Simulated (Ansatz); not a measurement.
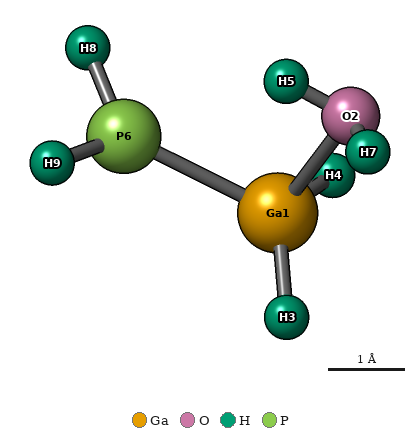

The structure as given in the input (ball-and-stick view, seen at a tilt; atoms are numbered from 1 in the order of the input). Sticks mark near contacts. Bond lengths as drawn: Ga–H 1.56 to 1.57 Å, Ga–O 2.21 Å, Ga–P 2.30 Å, H–O 0.97 to 0.98 Å and H–P 1.41 Å.

# Run report: GaPH₆O, molecular dynamics (part 1 of 5)

GaPH₆O, computed with RKS B3LYP-D4/def2-SVP (Ansatz 0.2.0).

It belongs to a series of runs on one base structure; here: dynamics from the highest image of the converged band. Figures and captions count atoms from 1; the log counts them from 0 in places.

## The input
```yaml
crystal:
  periodic: [false, false, false]
  atoms:
    - { symbol: Ga, position_ang: [-0.553022, 1.004549, -0.078312] }
    - { symbol: O, position_ang: [1.468523, 0.488108, -0.799634] }
    - { symbol: H, position_ang: [-1.292426, 1.057213, -1.458273] }
    - { symbol: H, position_ang: [-0.216435, 2.167358, 0.903892] }
    - { symbol: H, position_ang: [1.417084, -0.396982, -0.371731] }
    - { symbol: P, position_ang: [-0.768237, -1.037976, 0.951997] }
    - { symbol: H, position_ang: [1.509008, 0.317959, -1.754014] }
    - { symbol: H, position_ang: [-0.344109, -1.371092, 2.250659] }
    - { symbol: H, position_ang: [-1.220486, -2.228938, 0.355415] }
basis:
  gaussian: { orbitals: def2-SVP }
hamiltonian:
  xc: b3lyp
  dispersion: d4
md:
  timestep: 0.5
  n_steps: 200
  ensemble: nve
  temperature: 300.0
  initial_velocities: maxwell_boltzmann
  seed: 11536
```

Machine: 2 threads of Arm Neoverse V2, 24 GiB of memory available, shared host.

Run as:
```bash
ansatz run input.yaml --threads 2 --pin off --max-ram 3072MiB --backend cpu --events-out ev --progress --plain --runs-dir out
```

## The program's output
```
Engine: ansatz 0.2.0, aarch64-unknown-linux-gnu
Functional definition: B3LYP
  parameter a0 = 0.2
  parameter ax = 0.72
  parameter ac = 0.81
  exchange = (1 - a0 - ax)*slater_x + ax*b88_x + a0*exact_x
  correlation = (1 - ac)*vwn_rpa_c + ac*lyp_c
975 factors; integrals over basis functions are off by at most 4.6e-4 eV
mean field evaluation 1: about -63797.9543 eV, gradient 4.9e1 eV
mean field evaluation 2: about -63792.8199 eV, gradient 7.4e1 eV
mean field evaluation 4: about -63801.9286 eV, gradient 2.7e0 eV
mean field evaluation 8: about -63801.9408 eV, gradient 2.2e-2 eV
mean field -63801.94078542 eV, -2344.6780773554 hartree, gradient 3.9e-5 eV, S^2 0.000000; 0 other end points of the search recorded, 0 dependent functions left out
the calculation of the forces begins
reference -63801.94103227 eV, -2344.6780864269 hartree; 30, 30 occupied and 64, 64 virtual orbitals, 975 factors
md step     0: t =     0.00 fs  T =   300.0 K  F+E_penalty+E_count = -63802.22196091 eV  E_kin = 0.271446 eV  conserved = -63801.95051491 eV  (24 SCF iters)
these checks for a lower state are left out or cut short: starts, cluster_reference, orbital_swaps, neighbouring_geometries, increment
975 factors; integrals over basis functions are off by at most 5.0e-4 eV
mean field evaluation 16: about -63801.9391 eV, gradient 3.5e-3 eV
mean field -63801.93806951 eV, -2344.6779775475 hartree, gradient 4.2e-5 eV, S^2 0.000000; 0 other end points of the search recorded, 0 dependent functions left out
the calculation of the forces begins
reference -63801.93831660 eV, -2344.6779866280 hartree; 30, 30 occupied and 64, 64 virtual orbitals, 975 factors
md step     1: t =     0.50 fs  T =   297.0 K  F+E_penalty+E_count = -63802.21920013 eV  E_kin = 0.268696 eV  conserved = -63801.95050404 eV  (23 SCF iters, 3 dispersion substeps)
[... from here on the SCF iterations and repeated set-up lines of each step are left out, up to the last step ...]
md step     2: t =     1.00 fs  T =   288.7 K  F+E_penalty+E_count = -63802.21161323 eV  E_kin = 0.261185 eV  conserved = -63801.95042781 eV  (24 SCF iters, 3 dispersion substeps)
md step     3: t =     1.50 fs  T =   276.5 K  F+E_penalty+E_count = -63802.20050885 eV  E_kin = 0.250201 eV  conserved = -63801.95030745 eV  (23 SCF iters, 3 dispersion substeps)
md step     4: t =     2.00 fs  T =   262.7 K  F+E_penalty+E_count = -63802.18787240 eV  E_kin = 0.237697 eV  conserved = -63801.95017529 eV  (23 SCF iters, 3 dispersion substeps)
md step     5: t =     2.50 fs  T =   249.5 K  F+E_penalty+E_count = -63802.17585703 eV  E_kin = 0.225793 eV  conserved = -63801.95006379 eV  (23 SCF iters, 3 dispersion substeps)
md step     6: t =     3.00 fs  T =   239.0 K  F+E_penalty+E_count = -63802.16626655 eV  E_kin = 0.216268 eV  conserved = -63801.94999884 eV  (23 SCF iters, 3 dispersion substeps)
md step     7: t =     3.50 fs  T =   232.3 K  F+E_penalty+E_count = -63802.16015011 eV  E_kin = 0.210158 eV  conserved = -63801.94999209 eV  (24 SCF iters, 3 dispersion substeps)
md step     8: t =     4.00 fs  T =   229.4 K  F+E_penalty+E_count = -63802.15761285 eV  E_kin = 0.207573 eV  conserved = -63801.95003993 eV  (24 SCF iters, 3 dispersion substeps)
md step     9: t =     4.50 fs  T =   229.6 K  F+E_penalty+E_count = -63802.15789276 eV  E_kin = 0.207772 eV  conserved = -63801.95012039 eV  (24 SCF iters, 3 dispersion substeps)
md step    10: t =     5.00 fs  T =   231.6 K  F+E_penalty+E_count = -63802.15971418 eV  E_kin = 0.209515 eV  conserved = -63801.95019964 eV  (24 SCF iters, 3 dispersion substeps)
md step    11: t =     5.50 fs  T =   233.8 K  F+E_penalty+E_count = -63802.16182269 eV  E_kin = 0.211579 eV  conserved = -63801.95024347 eV  (24 SCF iters, 3 dispersion substeps)
md step    12: t =     6.00 fs  T =   235.7 K  F+E_penalty+E_count = -63802.16350942 eV  E_kin = 0.213274 eV  conserved = -63801.95023532 eV  (24 SCF iters, 3 dispersion substeps)
md step    13: t =     6.50 fs  T =   237.3 K  F+E_penalty+E_count = -63802.16486389 eV  E_kin = 0.214677 eV  conserved = -63801.95018720 eV  (24 SCF iters, 3 dispersion substeps)
md step    14: t =     7.00 fs  T =   239.2 K  F+E_penalty+E_count = -63802.16657770 eV  E_kin = 0.216440 eV  conserved = -63801.95013798 eV  (24 SCF iters, 3 dispersion substeps)
md step    15: t =     7.50 fs  T =   242.3 K  F+E_penalty+E_count = -63802.16935277 eV  E_kin = 0.219223 eV  conserved = -63801.95013023 eV  (24 SCF iters, 3 dispersion substeps)
md step    16: t =     8.00 fs  T =   246.5 K  F+E_penalty+E_count = -63802.17326186 eV  E_kin = 0.223081 eV  conserved = -63801.95018115 eV  (24 SCF iters, 3 dispersion substeps)
md step    17: t =     8.50 fs  T =   251.1 K  F+E_penalty+E_count = -63802.17749459 eV  E_kin = 0.227225 eV  conserved = -63801.95026913 eV  (24 SCF iters, 3 dispersion substeps)
md step    18: t =     9.00 fs  T =   254.6 K  F+E_penalty+E_count = -63802.18068038 eV  E_kin = 0.230331 eV  conserved = -63801.95034901 eV  (24 SCF iters, 3 dispersion substeps)
md step    19: t =     9.50 fs  T =   255.5 K  F+E_penalty+E_count = -63802.18157398 eV  E_kin = 0.231194 eV  conserved = -63801.95038044 eV  (24 SCF iters, 3 dispersion substeps)
md step    20: t =    10.00 fs  T =   253.4 K  F+E_penalty+E_count = -63802.17967585 eV  E_kin = 0.229327 eV  conserved = -63801.95034927 eV  (25 SCF iters, 3 dispersion substeps)
md step    21: t =    10.50 fs  T =   248.9 K  F+E_penalty+E_count = -63802.17546256 eV  E_kin = 0.225193 eV  conserved = -63801.95026916 eV  (24 SCF iters, 3 dispersion substeps)
md step    22: t =    11.00 fs  T =   243.2 K  F+E_penalty+E_count = -63802.17018480 eV  E_kin = 0.220013 eV  conserved = -63801.95017172 eV  (24 SCF iters, 3 dispersion substeps)
md step    23: t =    11.50 fs  T =   238.0 K  F+E_penalty+E_count = -63802.16539221 eV  E_kin = 0.215305 eV  conserved = -63801.95008693 eV  (23 SCF iters, 3 dispersion substeps)
md step    24: t =    12.00 fs  T =   234.7 K  F+E_penalty+E_count = -63802.16242822 eV  E_kin = 0.212389 eV  conserved = -63801.95003961 eV  (24 SCF iters, 3 dispersion substeps)
md step    25: t =    12.50 fs  T =   234.3 K  F+E_penalty+E_count = -63802.16204172 eV  E_kin = 0.212002 eV  conserved = -63801.95003971 eV  (24 SCF iters, 3 dispersion substeps)
md step    26: t =    13.00 fs  T =   236.7 K  F+E_penalty+E_count = -63802.16422402 eV  E_kin = 0.214142 eV  conserved = -63801.95008217 eV  (23 SCF iters, 3 dispersion substeps)
md step    27: t =    13.50 fs  T =   241.1 K  F+E_penalty+E_count = -63802.16829086 eV  E_kin = 0.218143 eV  conserved = -63801.95014773 eV  (23 SCF iters, 3 dispersion substeps)
md step    28: t =    14.00 fs  T =   246.4 K  F+E_penalty+E_count = -63802.17319151 eV  E_kin = 0.222984 eV  conserved = -63801.95020750 eV  (23 SCF iters, 3 dispersion substeps)
md step    29: t =    14.50 fs  T =   251.7 K  F+E_penalty+E_count = -63802.17796797 eV  E_kin = 0.227737 eV  conserved = -63801.95023056 eV  (23 SCF iters, 3 dispersion substeps)
md step    30: t =    15.00 fs  T =   256.4 K  F+E_penalty+E_count = -63802.18222451 eV  E_kin = 0.232022 eV  conserved = -63801.95020211 eV  (23 SCF iters, 3 dispersion substeps)
md step    31: t =    15.50 fs  T =   261.1 K  F+E_penalty+E_count = -63802.18637926 eV  E_kin = 0.236250 eV  conserved = -63801.95012938 eV  (23 SCF iters, 3 dispersion substeps)
md step    32: t =    16.00 fs  T =   266.9 K  F+E_penalty+E_count = -63802.19153125 eV  E_kin = 0.241483 eV  conserved = -63801.95004777 eV  (23 SCF iters, 3 dispersion substeps)
md step    33: t =    16.50 fs  T =   275.1 K  F+E_penalty+E_count = -63802.19891003 eV  E_kin = 0.248905 eV  conserved = -63801.95000461 eV  (23 SCF iters, 3 dispersion substeps)
md step    34: t =    17.00 fs  T =   286.4 K  F+E_penalty+E_count = -63802.20916622 eV  E_kin = 0.259137 eV  conserved = -63801.95002967 eV  (23 SCF iters, 3 dispersion substeps)
md step    35: t =    17.50 fs  T =   300.4 K  F+E_penalty+E_count = -63802.22193295 eV  E_kin = 0.271819 eV  conserved = -63801.95011395 eV  (23 SCF iters, 3 dispersion substeps)
md step    36: t =    18.00 fs  T =   315.8 K  F+E_penalty+E_count = -63802.23596267 eV  E_kin = 0.285747 eV  conserved = -63801.95021587 eV  (23 SCF iters, 3 dispersion substeps)
md step    37: t =    18.50 fs  T =   331.0 K  F+E_penalty+E_count = -63802.24976403 eV  E_kin = 0.299479 eV  conserved = -63801.95028550 eV  (23 SCF iters, 3 dispersion substeps)
md step    38: t =    19.00 fs  T =   344.9 K  F+E_penalty+E_count = -63802.26235896 eV  E_kin = 0.312066 eV  conserved = -63801.95029248 eV  (23 SCF iters, 3 dispersion substeps)
md step    39: t =    19.50 fs  T =   357.5 K  F+E_penalty+E_count = -63802.27374944 eV  E_kin = 0.323512 eV  conserved = -63801.95023748 eV  (23 SCF iters, 3 dispersion substeps)
md step    40: t =    20.00 fs  T =   370.0 K  F+E_penalty+E_count = -63802.28491331 eV  E_kin = 0.334767 eV  conserved = -63801.95014647 eV  (24 SCF iters, 3 dispersion substeps)
md step    41: t =    20.50 fs  T =   383.9 K  F+E_penalty+E_count = -63802.29740187 eV  E_kin = 0.347346 eV  conserved = -63801.95005627 eV  (24 SCF iters, 3 dispersion substeps)
md step    42: t =    21.00 fs  T =   400.9 K  F+E_penalty+E_count = -63802.31274919 eV  E_kin = 0.362747 eV  conserved = -63801.95000257 eV  (24 SCF iters, 3 dispersion substeps)
md step    43: t =    21.50 fs  T =   422.1 K  F+E_penalty+E_count = -63802.33190463 eV  E_kin = 0.381896 eV  conserved = -63801.95000865 eV  (23 SCF iters, 3 dispersion substeps)
md step    44: t =    22.00 fs  T =   447.4 K  F+E_penalty+E_count = -63802.35486028 eV  E_kin = 0.404781 eV  conserved = -63801.95007900 eV  (24 SCF iters, 3 dispersion substeps)
md step    45: t =    22.50 fs  T =   475.7 K  F+E_penalty+E_count = -63802.38057856 eV  E_kin = 0.430382 eV  conserved = -63801.95019670 eV  (24 SCF iters, 3 dispersion substeps)
md step    46: t =    23.00 fs  T =   505.0 K  F+E_penalty+E_count = -63802.40726120 eV  E_kin = 0.456934 eV  conserved = -63801.95032695 eV  (24 SCF iters, 3 dispersion substeps)
md step    47: t =    23.50 fs  T =   533.2 K  F+E_penalty+E_count = -63802.43291038 eV  E_kin = 0.482486 eV  conserved = -63801.95042487 eV  (24 SCF iters, 3 dispersion substeps)
md step    48: t =    24.00 fs  T =   558.8 K  F+E_penalty+E_count = -63802.45602659 eV  E_kin = 0.505572 eV  conserved = -63801.95045454 eV  (24 SCF iters, 3 dispersion substeps)
md step    49: t =    24.50 fs  T =   581.1 K  F+E_penalty+E_count = -63802.47616116 eV  E_kin = 0.525753 eV  conserved = -63801.95040824 eV  (24 SCF iters, 3 dispersion substeps)
md step    50: t =    25.00 fs  T =   600.9 K  F+E_penalty+E_count = -63802.49402614 eV  E_kin = 0.543709 eV  conserved = -63801.95031708 eV  (24 SCF iters, 3 dispersion substeps)
md step    51: t =    25.50 fs  T =   619.8 K  F+E_penalty+E_count = -63802.51102391 eV  E_kin = 0.560788 eV  conserved = -63801.95023622 eV  (23 SCF iters, 3 dispersion substeps)
md step    52: t =    26.00 fs  T =   639.0 K  F+E_penalty+E_count = -63802.52840934 eV  E_kin = 0.578196 eV  conserved = -63801.95021379 eV  (23 SCF iters, 3 dispersion substeps)
md step    53: t =    26.50 fs  T =   659.0 K  F+E_penalty+E_count = -63802.54657112 eV  E_kin = 0.596312 eV  conserved = -63801.95025905 eV  (23 SCF iters, 3 dispersion substeps)
md step    54: t =    27.00 fs  T =   679.2 K  F+E_penalty+E_count = -63802.56488518 eV  E_kin = 0.614545 eV  conserved = -63801.95034053 eV  (23 SCF iters, 3 dispersion substeps)
md step    55: t =    27.50 fs  T =   698.2 K  F+E_penalty+E_count = -63802.58218707 eV  E_kin = 0.631777 eV  conserved = -63801.95041028 eV  (23 SCF iters, 3 dispersion substeps)
md step    56: t =    28.00 fs  T =   715.1 K  F+E_penalty+E_count = -63802.59750192 eV  E_kin = 0.647070 eV  conserved = -63801.95043240 eV  (24 SCF iters, 3 dispersion substeps)
md step    57: t =    28.50 fs  T =   729.6 K  F+E_penalty+E_count = -63802.61057640 eV  E_kin = 0.660172 eV  conserved = -63801.95040411 eV  (24 SCF iters, 3 dispersion substeps)
md step    58: t =    29.00 fs  T =   742.2 K  F+E_penalty+E_count = -63802.62194415 eV  E_kin = 0.671596 eV  conserved = -63801.95034826 eV  (24 SCF iters, 3 dispersion substeps)
md step    59: t =    29.50 fs  T =   754.0 K  F+E_penalty+E_count = -63802.63257899 eV  E_kin = 0.682279 eV  conserved = -63801.95030015 eV  (24 SCF iters, 3 dispersion substeps)
md step    60: t =    30.00 fs  T =   766.0 K  F+E_penalty+E_count = -63802.64334383 eV  E_kin = 0.693052 eV  conserved = -63801.95029212 eV  (24 SCF iters, 3 dispersion substeps)
md step    61: t =    30.50 fs  T =   778.2 K  F+E_penalty+E_count = -63802.65447857 eV  E_kin = 0.704137 eV  conserved = -63801.95034191 eV  (24 SCF iters, 3 dispersion substeps)
md step    62: t =    31.00 fs  T =   790.1 K  F+E_penalty+E_count = -63802.66531556 eV  E_kin = 0.714869 eV  conserved = -63801.95044631 eV  (24 SCF iters, 3 dispersion substeps)
md step    63: t =    31.50 fs  T =   799.9 K  F+E_penalty+E_count = -63802.67432984 eV  E_kin = 0.723750 eV  conserved = -63801.95057998 eV  (24 SCF iters, 3 dispersion substeps)
md step    64: t =    32.00 fs  T =   805.5 K  F+E_penalty+E_count = -63802.67954161 eV  E_kin = 0.728840 eV  conserved = -63801.95070117 eV  (24 SCF iters, 3 dispersion substeps)
md step    65: t =    32.50 fs  T =   805.0 K  F+E_penalty+E_count = -63802.67917211 eV  E_kin = 0.728407 eV  conserved = -63801.95076514 eV  (24 SCF iters, 3 dispersion substeps)
md step    66: t =    33.00 fs  T =   797.5 K  F+E_penalty+E_count = -63802.67232300 eV  E_kin = 0.721577 eV  conserved = -63801.95074563 eV  (24 SCF iters, 3 dispersion substeps)
md step    67: t =    33.50 fs  T =   783.2 K  F+E_penalty+E_count = -63802.65935630 eV  E_kin = 0.708700 eV  conserved = -63801.95065626 eV  (24 SCF iters, 3 dispersion substeps)
md step    68: t =    34.00 fs  T =   763.9 K  F+E_penalty+E_count = -63802.64170015 eV  E_kin = 0.691157 eV  conserved = -63801.95054301 eV  (24 SCF iters, 3 dispersion substeps)
md step    69: t =    34.50 fs  T =   741.2 K  F+E_penalty+E_count = -63802.62113211 eV  E_kin = 0.670670 eV  conserved = -63801.95046235 eV  (24 SCF iters, 3 dispersion substeps)
md step    70: t =    35.00 fs  T =   716.7 K  F+E_penalty+E_count = -63802.59893175 eV  E_kin = 0.648490 eV  conserved = -63801.95044188 eV  (24 SCF iters, 3 dispersion substeps)
md step    71: t =    35.50 fs  T =   690.7 K  F+E_penalty+E_count = -63802.57546379 eV  E_kin = 0.625000 eV  conserved = -63801.95046374 eV  (24 SCF iters, 3 dispersion substeps)
md step    72: t =    36.00 fs  T =   663.1 K  F+E_penalty+E_count = -63802.55044379 eV  E_kin = 0.599962 eV  conserved = -63801.95048150 eV  (24 SCF iters, 3 dispersion substeps)
md step    73: t =    36.50 fs  T =   633.5 K  F+E_penalty+E_count = -63802.52363876 eV  E_kin = 0.573184 eV  conserved = -63801.95045443 eV  (24 SCF iters, 3 dispersion substeps)
md step    74: t =    37.00 fs  T =   602.5 K  F+E_penalty+E_count = -63802.49548956 eV  E_kin = 0.545118 eV  conserved = -63801.95037195 eV  (24 SCF iters, 3 dispersion substeps)
md step    75: t =    37.50 fs  T =   571.4 K  F+E_penalty+E_count = -63802.46728337 eV  E_kin = 0.517028 eV  conserved = -63801.95025507 eV  (24 SCF iters, 3 dispersion substeps)
md step    76: t =    38.00 fs  T =   542.3 K  F+E_penalty+E_count = -63802.44084102 eV  E_kin = 0.490700 eV  conserved = -63801.95014104 eV  (24 SCF iters, 3 dispersion substeps)
md step    77: t =    38.50 fs  T =   517.1 K  F+E_penalty+E_count = -63802.41793136 eV  E_kin = 0.467864 eV  conserved = -63801.95006764 eV  (24 SCF iters, 3 dispersion substeps)
md step    78: t =    39.00 fs  T =   496.9 K  F+E_penalty+E_count = -63802.39967595 eV  E_kin = 0.449617 eV  conserved = -63801.95005923 eV  (24 SCF iters, 3 dispersion substeps)
md step    79: t =    39.50 fs  T =   481.9 K  F+E_penalty+E_count = -63802.38615914 eV  E_kin = 0.436039 eV  conserved = -63801.95011988 eV  (23 SCF iters, 3 dispersion substeps)
md step    80: t =    40.00 fs  T =   471.0 K  F+E_penalty+E_count = -63802.37636423 eV  E_kin = 0.426133 eV  conserved = -63801.95023119 eV  (23 SCF iters, 3 dispersion substeps)
md step    81: t =    40.50 fs  T =   462.1 K  F+E_penalty+E_count = -63802.36846807 eV  E_kin = 0.418112 eV  conserved = -63801.95035629 eV  (23 SCF iters, 3 dispersion substeps)
md step    82: t =    41.00 fs  T =   453.1 K  F+E_penalty+E_count = -63802.36042429 eV  E_kin = 0.409973 eV  conserved = -63801.95045161 eV  (23 SCF iters, 3 dispersion substeps)
md step    83: t =    41.50 fs  T =   442.3 K  F+E_penalty+E_count = -63802.35064623 eV  E_kin = 0.400161 eV  conserved = -63801.95048490 eV  (23 SCF iters, 3 dispersion substeps)
md step    84: t =    42.00 fs  T =   428.9 K  F+E_penalty+E_count = -63802.33850811 eV  E_kin = 0.388056 eV  conserved = -63801.95045215 eV  (24 SCF iters, 3 dispersion substeps)
md step    85: t =    42.50 fs  T =   413.4 K  F+E_penalty+E_count = -63802.32440416 eV  E_kin = 0.374021 eV  conserved = -63801.95038321 eV  (23 SCF iters, 3 dispersion substeps)
md step    86: t =    43.00 fs  T =   396.7 K  F+E_penalty+E_count = -63802.30930344 eV  E_kin = 0.358979 eV  conserved = -63801.95032449 eV  (23 SCF iters, 3 dispersion substeps)
md step    87: t =    43.50 fs  T =   379.9 K  F+E_penalty+E_count = -63802.29405617 eV  E_kin = 0.343747 eV  conserved = -63801.95030926 eV  (23 SCF iters, 3 dispersion substeps)
md step    88: t =    44.00 fs  T =   363.1 K  F+E_penalty+E_count = -63802.27889244 eV  E_kin = 0.328554 eV  conserved = -63801.95033820 eV  (23 SCF iters, 3 dispersion substeps)
md step    89: t =    44.50 fs  T =   346.0 K  F+E_penalty+E_count = -63802.26341291 eV  E_kin = 0.313034 eV  conserved = -63801.95037903 eV  (23 SCF iters, 3 dispersion substeps)
md step    90: t =    45.00 fs  T =   327.8 K  F+E_penalty+E_count = -63802.24703465 eV  E_kin = 0.296638 eV  conserved = -63801.95039630 eV  (23 SCF iters, 3 dispersion substeps)
md step    91: t =    45.50 fs  T =   308.5 K  F+E_penalty+E_count = -63802.22953762 eV  E_kin = 0.279170 eV  conserved = -63801.95036788 eV  (23 SCF iters, 3 dispersion substeps)
md step    92: t =    46.00 fs  T =   288.6 K  F+E_penalty+E_count = -63802.21140215 eV  E_kin = 0.261107 eV  conserved = -63801.95029556 eV  (23 SCF iters, 3 dispersion substeps)
md step    93: t =    46.50 fs  T =   269.2 K  F+E_penalty+E_count = -63802.19378678 eV  E_kin = 0.243587 eV  conserved = -63801.95019954 eV  (23 SCF iters, 3 dispersion substeps)
md step    94: t =    47.00 fs  T =   252.1 K  F+E_penalty+E_count = -63802.17821041 eV  E_kin = 0.228101 eV  conserved = -63801.95010913 eV  (23 SCF iters, 3 dispersion substeps)
md step    95: t =    47.50 fs  T =   238.8 K  F+E_penalty+E_count = -63802.16609540 eV  E_kin = 0.216044 eV  conserved = -63801.95005097 eV  (23 SCF iters, 3 dispersion substeps)
md step    96: t =    48.00 fs  T =   230.2 K  F+E_penalty+E_count = -63802.15835025 eV  E_kin = 0.208311 eV  conserved = -63801.95003970 eV  (23 SCF iters, 3 dispersion substeps)
md step    97: t =    48.50 fs  T =   226.6 K  F+E_penalty+E_count = -63802.15513776 eV  E_kin = 0.205064 eV  conserved = -63801.95007329 eV  (23 SCF iters, 3 dispersion substeps)
md step    98: t =    49.00 fs  T =   227.4 K  F+E_penalty+E_count = -63802.15591367 eV  E_kin = 0.205781 eV  conserved = -63801.95013218 eV  (24 SCF iters, 3 dispersion substeps)
md step    99: t =    49.50 fs  T =   231.6 K  F+E_penalty+E_count = -63802.15974150 eV  E_kin = 0.209557 eV  conserved = -63801.95018484 eV  (24 SCF iters, 3 dispersion substeps)
md step   100: t =    50.00 fs  T =   238.3 K  F+E_penalty+E_count = -63802.16578283 eV  E_kin = 0.215580 eV  conserved = -63801.95020272 eV  (25 SCF iters, 3 dispersion substeps)
md step   101: t =    50.50 fs  T =   247.1 K  F+E_penalty+E_count = -63802.17374390 eV  E_kin = 0.223569 eV  conserved = -63801.95017488 eV  (24 SCF iters, 3 dispersion substeps)
```
